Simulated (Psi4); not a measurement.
# A workflow on GaH5O (SMILES [OH2+][GaH3-])

Wanted: a geometry optimisation (PBEh-3c/def2-mSVP), then vibrational wavenumbers, then the energy (MP2/cc-pVTZ) of GaH5O. 

The results are computed with Psi4 1.11.

## Step 1: The molecule

GaH5O has 7 atoms, charge 0, and is taken as a singlet. SMILES: `[OH2+][GaH3-]`. All atoms were displaced at random from a relaxed shape. The run starts from this shape.

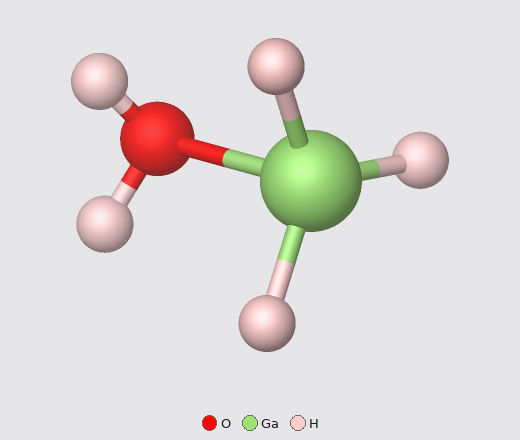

The structure, seen from a chosen angle (oxygen red, gallium green, hydrogen pink).

## Step 2: A geometry optimisation at PBEh-3c/def2-mSVP (density fitting) (run 1)

job.inp

```
memory 1600 mb

molecule mol {
  0 1
  O     -0.303993    -1.186110    -0.221851
  Ga     0.149053     0.968864    -0.084559
  H     -0.965306    -1.439085     0.369667
  H      0.560070    -1.658610     0.159001
  H      0.066215     1.222354    -1.617487
  H     -1.131228     1.295412     0.778185
  H      1.598341     0.773569     0.551380
  units angstrom
}

set geom_maxiter 60

E = optimize('pbeh-3c')
```

Launch:

```sh
$ psi4 -i job.inp -o job.out -n 1
```

job.out:

```text
[...]
  Running in c1 symmetry.
[...]
  Nuclear repulsion =  117.980754471923561
[...]
  Multiplicity = 1
[...]
  Nalpha       = 22
  Nbeta        = 22
[...]
    Number of basis functions: 57
[...]
   @DF-RKS iter   1: -2000.10265805853510   -2.14969e+00   4.29888e-02 DIIS/ADIIS
[...]
   @DF-RKS iter   6: -2001.92257013283074   -9.09495e-13   9.63280e-09 DIIS
[...]
  @DF-RKS Final Energy: -2001.92257013283074
   => Energetics <=
    Nuclear Repulsion Energy =            118.2948684898200753
    One-Electron Energy =               -3027.1681748670748675
    Two-Electron Energy =                 956.5478500455288895
    DFT Exchange-Correlation Energy =     -49.6107735740709401
    Empirical Dispersion Energy =           0.0136597729661434
    VV10 Nonlocal Energy =                  0.0000000000000000
    Total Energy =                      -2001.9225701328307423
[...]
 Multipole Moments:
 ------------------------------------------------------------------------------------
     Multipole            Electronic (a.u.)      Nuclear  (a.u.)        Total (a.u.)
 ------------------------------------------------------------------------------------
 L = 1.  Multiply by 2.5417464519 to convert [e a0] to [Debye]
 Dipole X            :          0.5876643           -0.7826544           -0.1949901
 Dipole Y            :          3.5110430           -5.0931399           -1.5820969
 Dipole Z            :         -0.2235303            0.7658701            0.5423398
 Magnitude           :                                                    1.6838005
[...]
  -Total Gradient:
     Atom            X                  Y                   Z
    ------   -----------------  -----------------  -----------------
       1        0.000020394130    -0.000001272066    -0.000098508665
       2        0.000005546586    -0.000037041382    -0.000056371166
       3       -0.000035035965     0.000007920120     0.000056852660
       4       -0.000001670019     0.000027307228     0.000019087556
       5        0.000009808449    -0.000009744723     0.000004941595
       6        0.000013573956    -0.000018048706     0.000042041515
       7       -0.000010644586     0.000032686391     0.000031249411
[...]
```

Standard output:

```text
Optimizer: Optimization complete!
```

Run time: 24 s. Hardware: 1 thread of Intel Xeon 6975P-C (Granite Rapids), shared host; peak memory 0.49 GiB.

Steps, from the record of the run:

| step | energy from the first frame kept (eV) | largest force (eV/Å) |
| --- | --- | --- |
| 0 | 0.0000 | 5.1512 |
| 1 | -0.2717 | 0.3289 |
| 2 | -0.2810 | 0.1600 |
| 3 | -0.2847 | 0.0764 |
| 4 | -0.2855 | 0.0508 |
| 5 | -0.2860 | 0.0256 |
| 6 | -0.2862 | 0.0140 |
| 7 | -0.2862 | 0.0052 |

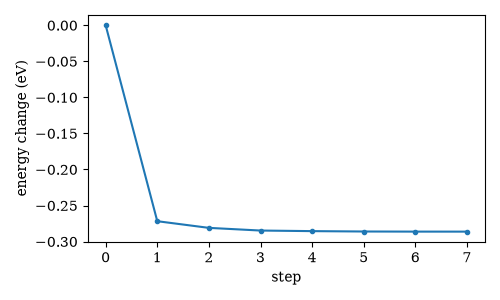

Energy along the run.

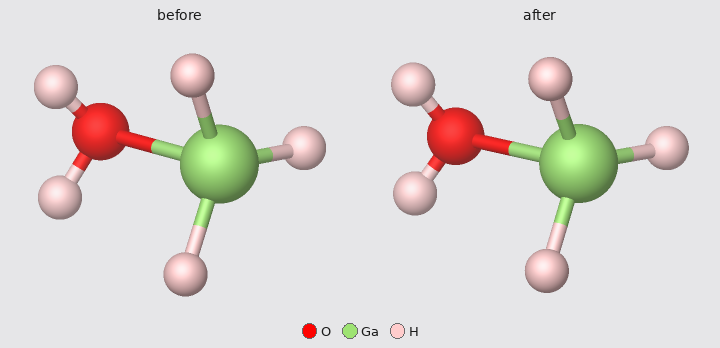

Before and after, at one scale.

After the run. Bond lengths: O1–Ga2 2.202 Å, O1–H3 0.962 Å, O1–H4 0.962 Å, Ga2–H5 1.558 Å, Ga2–H6 1.567 Å, Ga2–H7 1.568 Å. Angles: O1–Ga2–H5 99.7°, O1–Ga2–H6 95.0°, O1–Ga2–H7 95.4°, Ga2–O1–H3 112.1°, Ga2–O1–H4 112.5°, H5–Ga2–H6 119.1°, H5–Ga2–H7 119.0°, H6–Ga2–H7 117.8°, H3–O1–H4 106.8°.

## Step 3: Vibrational wavenumbers at PBEh-3c/def2-mSVP (density fitting) (run 2)

gah5o.in

```
memory 1600 MB

molecule system {
  0 1
  O     -0.47264507    -2.26243681    -0.29414532
  Ga     0.26130566     1.83309103    -0.19083021
  H     -1.90014607    -2.72853587     0.73119929
  H      0.94200391    -3.23804949     0.29983529
  H      0.11908298     2.43802449    -3.06955962
  H     -2.06122066     2.47027267     1.53311780
  H      2.91914498     1.60700609     1.09767010
  units bohr
  symmetry c1
}

set globals {
  t                          600.0
  rotational_symmetry_number 1
}

E, wfn = frequencies("pbeh-3c", return_wfn=True)
```

Launch:

```sh
$ psi4 gah5o.in gah5o.out -n 1
```

gah5o.out:

```text
[...]
  Running in c1 symmetry.
[...]
  Nuclear repulsion =  118.294868992087800
[...]
  Multiplicity = 1
[...]
  Nalpha       = 22
  Nbeta        = 22
[...]
    Number of basis functions: 57
[...]
   @DF-RKS iter   1: -2000.12620541205297   -2.12495e+00   4.29575e-02 DIIS/ADIIS
[...]
   @DF-RKS iter  11: -2001.92256957781433   -1.88720e-11   8.53789e-09 DIIS
[...]
  @DF-RKS Final Energy: -2001.92256957781433
   => Energetics <=
    Nuclear Repulsion Energy =            118.2929027313818722
    One-Electron Energy =               -3027.1641018206291847
    Two-Electron Energy =                 956.5457123796015821
    DFT Exchange-Correlation Energy =     -49.6107436770349466
    Empirical Dispersion Energy =           0.0136608088663511
    VV10 Nonlocal Energy =                  0.0000000000000000
    Total Energy =                      -2001.9225695778143290
[...]
  -Total Gradient:
     Atom            X                  Y                   Z
    ------   -----------------  -----------------  -----------------
       1        0.000027207790    -0.000003307647    -0.000100420450
       2        0.000367817934    -0.000103748445    -0.000120442033
       3       -0.000034808370     0.000008562799     0.000057146359
       4       -0.000002100471     0.000026170940     0.000019313660
       5        0.000069592536    -0.000020640283     0.000000297037
       6       -0.000219020396     0.000043687763     0.000245977965
       7       -0.000207020703     0.000050969450    -0.000102363802
[...]
  ==> Harmonic Vibrational Analysis <==
[...]
  Freq [cm^-1]                 33.7223             266.3329            397.2963
[...]
  IR activ [km/mol]            45.6203             29.4479              8.7682
[...]
  Freq [cm^-1]                 408.8933            530.8467            679.1576
[...]
  IR activ [km/mol]            147.3395            165.7404            22.9626
[...]
  Freq [cm^-1]                 778.5364            779.6607            789.8500
[...]
  IR activ [km/mol]            152.2081            168.3561            224.5221
[...]
  Freq [cm^-1]                1717.0063           1984.2137           1993.3928
[...]
  IR activ [km/mol]            103.9498            305.5765            164.9556
[...]
  Freq [cm^-1]                2030.4665           3886.9876           4002.0338
[...]
  IR activ [km/mol]            140.3078            87.1715             141.2214
[...]
  Total E_0, Enthalpy at 0 [K]                                                        -2001.87637254 [Eh]
[...]
  Total H, Enthalpy at  600.00 [K]                                                    -2001.85934665 [Eh]
[...]
```

On the terminal:

```text
Warning: used thermodynamics relations inappropriate for low-frequency modes: ['33.7223' '266.3329' '397.2963' '408.8933' '530.8467']
```

It took 2 min on 1 thread of Intel Xeon 6975P-C (Granite Rapids), shared host; peak memory 0.51 GiB.

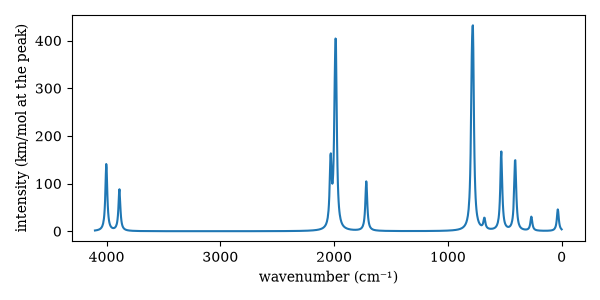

Harmonic infrared spectrum, unscaled, lines broadened by 10 cm⁻¹.

## Step 4: A single-point energy at MP2/cc-pVTZ (density fitting, density fitting for correlation) (run 3)

gah5o.in

```
memory 1600 MB

molecule {
  O     -0.250113    -1.197230    -0.155655
  Ga     0.138277     0.970030    -0.100983
  H     -1.005514    -1.443879     0.386934
  H      0.498487    -1.713502     0.158666
  H      0.063016     1.290147    -1.624341
  H     -1.090751     1.307212     0.811291
  H      1.544745     0.850391     0.580862
  symmetry c1
}

set reference rhf
set freeze_core true

e, wfn = energy("mp2/cc-pVTZ", return_wfn=True)
```

Launch:

```sh
$ psi4 -n 1 gah5o.in gah5o.out
```

gah5o.out:

```text
[...]
  Running in c1 symmetry.
[...]
  Nuclear repulsion =  118.294868916994844
[...]
  Multiplicity = 1
[...]
  Nalpha       = 22
  Nbeta        = 22
[...]
    Number of basis functions: 143
[...]
   @DF-RHF iter   1: -1999.70943967443418   -3.27269e+00   1.44503e-02 ADIIS/DIIS
[...]
   @DF-RHF iter  11: -2001.07732053465043   -1.97815e-11   6.58060e-09 DIIS
[...]
    Orbital Energies [Eh]
    ---------------------
    Doubly Occupied:
       1A   -378.772649     2A    -48.124848     3A    -42.453349
       4A    -42.450843     5A    -42.450728     6A    -20.640476
       7A     -6.354589     8A     -4.450144     9A     -4.444780
      10A     -4.444558    11A     -1.430234    12A     -1.165528
      13A     -1.159402    14A     -1.159244    15A     -1.154565
      16A     -1.154379    17A     -0.794057    18A     -0.688426
      19A     -0.612234    20A     -0.532589    21A     -0.401132
      22A     -0.397735
[...]
  @DF-RHF Final Energy: -2001.07732053465043
   => Energetics <=
    Nuclear Repulsion Energy =            118.2948689169948437
    One-Electron Energy =               -3028.2713989728667912
    Two-Electron Energy =                 908.8992095212216782
    Total Energy =                      -2001.0773205346504255
[...]
 Multipole Moments:
 ------------------------------------------------------------------------------------
     Multipole            Electronic (a.u.)      Nuclear  (a.u.)        Total (a.u.)
 ------------------------------------------------------------------------------------
 L = 1.  Multiply by 2.5417464519 to convert [e a0] to [Debye]
 Dipole X            :          0.5922664           -0.7826563           -0.1903900
 Dipole Y            :          3.5730435           -5.0931385           -1.5200949
 Dipole Z            :         -0.2684714            0.7658701            0.4973987
 Magnitude           :                                                    1.6106962
[...]
```

Run time: 4.8 s. Hardware: 1 thread of Intel Xeon 6975P-C (Granite Rapids), shared host; peak memory 0.66 GiB.

## Step 5: Results

| quantity | value |
| --- | --- |
| run 1, PBEh-3c/def2-mSVP: total energy at the end | -2001.92257 Eh |
| run 1, PBEh-3c/def2-mSVP: dipole moment | 4.28 D |
| run 1, PBEh-3c/def2-mSVP: HOMO energy | -8.61 eV |
| run 1, PBEh-3c/def2-mSVP: LUMO energy | 0.46 eV |
| run 1, PBEh-3c/def2-mSVP: HOMO–LUMO gap | 9.08 eV |
| run 2, PBEh-3c/def2-mSVP: lowest harmonic wavenumber | 34 cm⁻¹ |
| run 2, PBEh-3c/def2-mSVP: highest harmonic wavenumber | 4002 cm⁻¹ |
| run 2, PBEh-3c/def2-mSVP: zero-point energy | 121.3 kJ/mol |
| run 2, PBEh-3c/def2-mSVP: ideal-gas entropy at 600 K (symmetry number 1 as used) | 87.9 cal/(mol K) |
| run 3, MP2/cc-pVTZ: total energy | -2001.52442 Eh |
| run 3, MP2/cc-pVTZ: HOMO energy (Hartree–Fock orbitals) | -10.82 eV |
| run 3, MP2/cc-pVTZ: LUMO energy (Hartree–Fock orbitals) | 2.28 eV |
| run 3, MP2/cc-pVTZ: HOMO–LUMO gap (Hartree–Fock orbitals) | 13.10 eV |
| run 3, MP2/cc-pVTZ: correlation energy (10 core orbitals frozen) | -447.1 mEh |

The optimisation (run 1, PBEh-3c/def2-mSVP) took 8 steps and changed the energy by -0.286 eV. All 15 modes (run 2, PBEh-3c/def2-mSVP) are real, so the shape is a minimum at this level.
